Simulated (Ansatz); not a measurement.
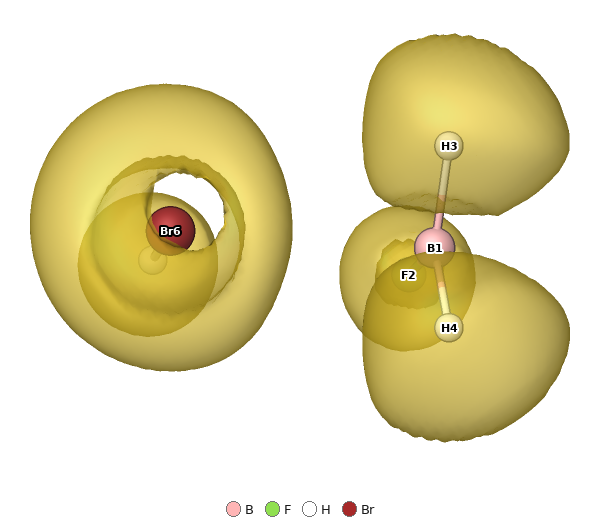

Figure. BFH2···HBr. Isosurface of the ELF at 0.75 (yellow), seen from one side. Only the valence region is drawn (cores and ρ < 0.01 e/Å³ removed).

The reactant side of a reaction path; geometry: PBE0-D4/def2-TZVP.

These are results of RKS PBE0-D4/def2-TZVPP in Ansatz 0.2.0, not measurements.

The calculation's input:

```
crystal:
  periodic: [false, false, false]
  atoms:
    - {symbol: B, position_ang: [0.205271, 0.586227, -0.814359]}
    - {symbol: F, position_ang: [1.392841, 0.457359, -0.242347]}
    - {symbol: H, position_ang: [-0.094346, -0.203931, -1.661586]}
    - {symbol: H, position_ang: [-0.462709, 1.530016, -0.506176]}
    - {symbol: H, position_ang: [0.137935, -1.221928, 1.877862]}
    - {symbol: Br, position_ang: [-1.179092, -1.147743, 1.346507]}
basis:
  gaussian: {orbitals: def2-TZVPP}
hamiltonian: {xc: pbe0, dispersion: d4}
output: {orbitals: {seedname: orbitals}}
```

Launched as:

```sh
ansatz run in.yaml --threads 2 --pin off --events-out ev --progress --plain --max-ram 4352MiB
```

Q: Identify the bonds, lone pairs and shells in this picture.

A: At this value the surface marks out three regions around hydrogen nuclei, one region on F in which the atom's valence shell and bonds are merged and one ring or bowl of non-bonding electrons around Br.

Values along the shortest contacts:
B1···Br6 (3.10 Å): the ELF peaks at about 0.85 in the valence shell of Br, 1.0 Å from its nucleus, and is about 0.35 at the midpoint. B–F (1.32 Å): the ELF peaks at about 0.85 between the atoms, as expected for a polar covalent bond.
